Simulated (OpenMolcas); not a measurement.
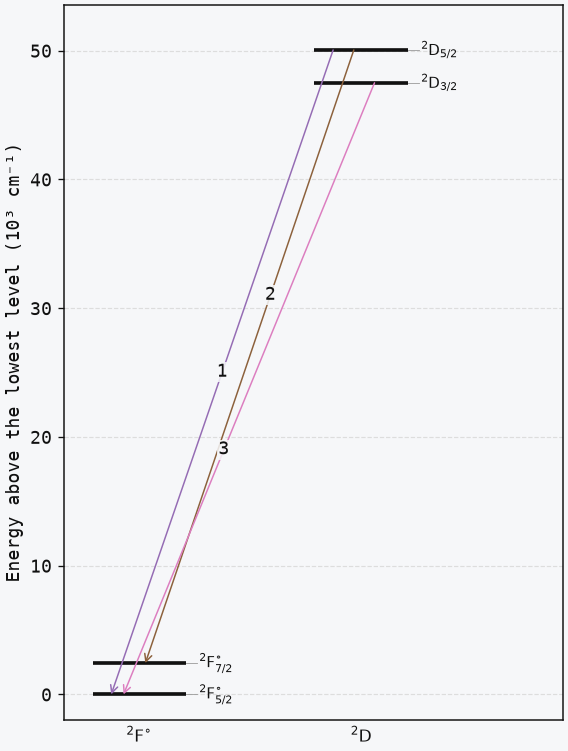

Levels of Ce IV with 3 numbered transitions. Rates are at computed energies.

```
No.     Upper      Lower  Type  λ (vacuum)  A (s⁻¹)
  1  5d ²D₅/₂  4f ²F°₅/₂    E1      200 nm  5.0×10⁶
  2  5d ²D₅/₂  4f ²F°₇/₂    E1      210 nm  8.6×10⁷
  3  5d ²D₃/₂  4f ²F°₅/₂    E1      211 nm  8.9×10⁷
```

Line 3 has the largest rate; it falls in the ultraviolet region.

# Multiconfigurational calculation for Ce³⁺

Ce³⁺. Computed at this level: state-averaged SS-RASPT2, IPEA shift 0.25, imaginary shift 0.1 hartree, closed shells 5s 5p correlated, active space 1 electron in the shells 4f 5d; RAS3 5d with at most 1 electron, basis ANO-RCC-VDZP, DKH2 scalar Hamiltonian, spin-orbit coupling by RASSI with atomic mean-field integrals (OpenMolcas).

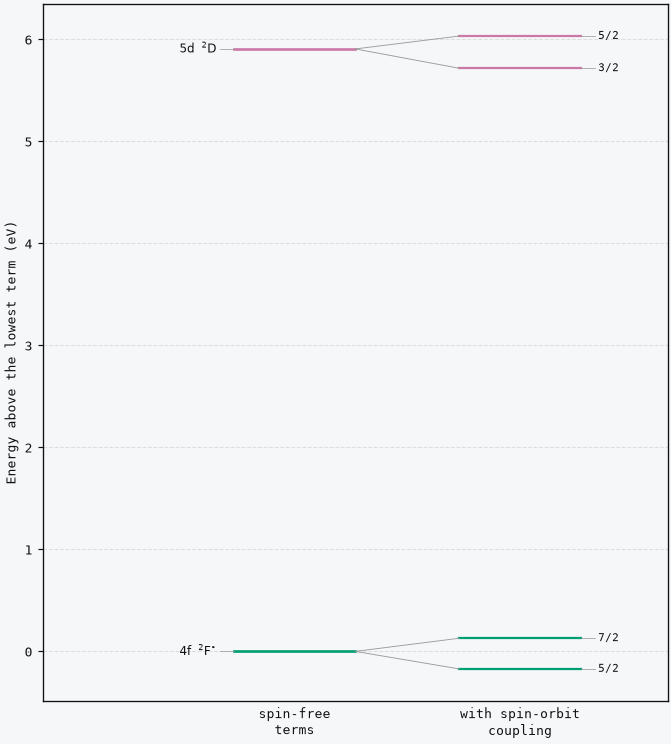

Terms of Ce³⁺ without and with spin-orbit coupling; numbers at the right are J. 4f ²F° (at 0) splits over 0.301 eV into J = 5/2, 7/2 from the bottom up (normal); 5d ²D (at 5.91 eV) splits over 0.316 eV into J = 3/2, 5/2 from the bottom up (normal). The ground level lies 0.172 eV below the lowest term.

Input and output of the run follow.

### Input file
```
&GATEWAY
Coord
1

Ce 0.0 0.0 0.0
Basis=ANO-RCC-VDZP
Group=XYZ
NoMove
AngMom=0.0 0.0 0.0
AMFI
&SEWARD
&RASSCF
FileOrb=start.orb
Symmetry=2
Spin=2
nActEl=1 0 1
Inactive=15 12
Ras2=0 7
Ras3=5 0
CIRoot=7 7 1
SDav=7
CIMx=300
Iter=120 100
PrWF=0.3
OrbListing=Nothing
MaxOrb=0
Thrs=2.0e-7 1.0e-1 5.0e-4
Atom
>>> COPY $Project.JobIph JOB001
&RASSCF
FileOrb=start.orb
Symmetry=1
Spin=2
nActEl=1 0 1
Inactive=15 12
Ras2=0 7
Ras3=5 0
CIRoot=5 5 1
SDav=5
CIMx=300
Iter=120 100
PrWF=0.3
OrbListing=Nothing
MaxOrb=0
Thrs=2.0e-7 1.0e-1 5.0e-4
Atom
>>> COPY $Project.JobIph JOB002
&RASSI
NrOfJobIphs=2 7 5
1 2 3 4 5 6 7
1 2 3 4 5
IphNames
JOB001
JOB002
EJob
SpinOrbit
DIPRint=1.0
SOCoupling=1000.0
Subsets=2
MEES
Property=10
'ANGMOM' 1 'ANGMOM' 2 'ANGMOM' 3 'MLTPL  1' 1 'MLTPL  1' 2 'MLTPL  1' 3
'AMFI' 1 'AMFI' 2 'AMFI' 3 'MLTPL  2' 6
SOProperty=3
'ANGMOM' 1 'ANGMOM' 2 'ANGMOM' 3
>>> COPY JOB001 $Project.JobIph
&CASPT2
Multistate=7 1 2 3 4 5 6 7
Frozen=14 9
IPEA=0.25
Imaginary=0.1
MaxIter=60
WThr=0.0 0.3 0.05
PrWF=0.5
NoMix
>>> COPY JOB002 $Project.JobIph
&CASPT2
Multistate=5 1 2 3 4 5
Frozen=14 9
IPEA=0.25
Imaginary=0.1
MaxIter=60
WThr=0.0 0.3 0.05
PrWF=0.5
NoMix
```

The file start.orb holds starting orbitals from an earlier step. A driver script formed the levels outside the program, from RASSI's spin-orbit matrix and the CASPT2 energies (for multi-state variants, the effective Hamiltonian), averaged over the components of each term or state. The log and the time are those of the CASPT2 step.

Run as:
```bash
OMP_NUM_THREADS=1 MOLCAS_MEM=2252 MOLCAS_PROJECT=a pymolcas a.inp > a.log  # once for each step of the input, in one work folder
```

### The program's output (extracts)
```
--- CASPT2 ---
Orbital specifications:
      -----------------------

      Symmetry species                           1   2
                                                ag  au
      Frozen orbitals                           14   9
      Inactive orbitals                          1   3
      Active orbitals                            5   7
      Secondary orbitals                        16  13
      Deleted orbitals                           0   0
      Number of basis functions                 36  32
Type of calculation                        MS-CASPT2
      Fock operator                              state-specific
      IPEA shift                                 0.25
      Real shift                                 0.00
      Imaginary shift                            0.10
      The input orbitals will be transformed to quasi-canonical
Reference energy:       -8852.0489046044
      E2 (Non-variational):      -0.1703323099
      Shift correction:          -0.0001753015
      E2 (Variational):          -0.1705076114
      Total energy:           -8852.2194122158
      Residual norm:              0.0000005687
      Reference weight:           0.94967
      Contributions to the CASPT2 correlation energy
      Active & Virtual Only:         -0.0000000002
      One Inactive Excited:          -0.0255901630
      Two Inactive Excited:          -0.1447421467
Reference energy:       -8852.0489046044
      E2 (Non-variational):      -0.1702896757
      Shift correction:          -0.0001752563
      E2 (Variational):          -0.1704649321
      Total energy:           -8852.2193695365
      Residual norm:              0.0000005642
      Reference weight:           0.94969
      Contributions to the CASPT2 correlation energy
      Active & Virtual Only:         -0.0000000003
      One Inactive Excited:          -0.0255592788
      Two Inactive Excited:          -0.1447303967
::    CASPT2 Root  1     Total energy:  -8852.21941222
::    CASPT2 Root  2     Total energy:  -8852.21936954
::    CASPT2 Root  3     Total energy:  -8852.21940786
::    CASPT2 Root  4     Total energy:  -8852.21944226
::    CASPT2 Root  5     Total energy:  -8852.21938343
::    CASPT2 Root  6     Total energy:  -8852.21936514
::    CASPT2 Root  7     Total energy:  -8852.21946014
::    MS-CASPT2 Root  1     Total energy:  -8852.21946228
::    MS-CASPT2 Root  2     Total energy:  -8852.21944264
::    MS-CASPT2 Root  3     Total energy:  -8852.21941504
::    MS-CASPT2 Root  4     Total energy:  -8852.21940556
::    MS-CASPT2 Root  5     Total energy:  -8852.21938321
::    MS-CASPT2 Root  6     Total energy:  -8852.21937076
::    MS-CASPT2 Root  7     Total energy:  -8852.21936110
--- CASPT2 ---
Orbital specifications:
      -----------------------

      Symmetry species                           1   2
                                                ag  au
      Frozen orbitals                           14   9
      Inactive orbitals                          1   3
      Active orbitals                            5   7
      Secondary orbitals                        16  13
      Deleted orbitals                           0   0
      Number of basis functions                 36  32
Type of calculation                        MS-CASPT2
      Fock operator                              state-specific
      IPEA shift                                 0.25
      Real shift                                 0.00
      Imaginary shift                            0.10
      The input orbitals will be transformed to quasi-canonical
Reference energy:       -8851.8369265270
      E2 (Non-variational):      -0.1652017543
      Shift correction:          -0.0001914199
      E2 (Variational):          -0.1653931743
      Total energy:           -8852.0023197012
      Residual norm:              0.0000000478
      Reference weight:           0.94927
      Contributions to the CASPT2 correlation energy
      Active & Virtual Only:         -0.0000000002
      One Inactive Excited:          -0.0365270934
      Two Inactive Excited:          -0.1286746607
Reference energy:       -8851.8369265270
      E2 (Non-variational):      -0.1652095741
      Shift correction:          -0.0001914621
      E2 (Variational):          -0.1654010362
      Total energy:           -8852.0023275632
      Residual norm:              0.0000000480
      Reference weight:           0.94927
      Contributions to the CASPT2 correlation energy
      Active & Virtual Only:         -0.0000000002
      One Inactive Excited:          -0.0365351433
      Two Inactive Excited:          -0.1286744306
::    CASPT2 Root  1     Total energy:  -8852.00231970
::    CASPT2 Root  2     Total energy:  -8852.00232756
::    CASPT2 Root  3     Total energy:  -8852.00234881
::    CASPT2 Root  4     Total energy:  -8852.00234005
::    CASPT2 Root  5     Total energy:  -8852.00232316
::    MS-CASPT2 Root  1     Total energy:  -8852.00235140
::    MS-CASPT2 Root  2     Total energy:  -8852.00234805
::    MS-CASPT2 Root  3     Total energy:  -8852.00232827
::    MS-CASPT2 Root  4     Total energy:  -8852.00231740
::    MS-CASPT2 Root  5     Total energy:  -8852.00231415
```

### Spin-orbit levels, grouped by J and assigned

```
Configuration   Level  E (cm⁻¹)  LS purity (%)  Landé g
           4f  ²F°₅/₂         0            100    0.857
           4f  ²F°₇/₂     2,428            100    1.143
           5d   ²D₃/₂    47,500            100    0.800
           5d   ²D₅/₂    50,050            100    1.200
```

### Key numbers

| quantity | value |
| --- | --- |
| outcome | converged |
| lowest level | 4f ²F°₅/₂ |
| first excited level | 4f ²F°₇/₂, 2,428 cm⁻¹ (measured: 2,253) |
| energy of the lowest spin-free term | −8852.21941 hartree |
| energy of the lowest spin-orbit level | −8852.22573 hartree |
| CASPT2 correlation energy | −0.1705 hartree |
| largest spread among components of a term | 20.9 cm⁻¹ |
| lowest reference weight | 0.949 |
| hardware | 1 thread of Arm Neoverse V1, 24 GiB of memory available, shared host |
| wall time | 17 s |

### Notes

The run is of multi-state type; this report uses its single-state energies. To bear in mind: small basis contracted for the neutral atom, rough for a high charge; only configurations of the active space are included.
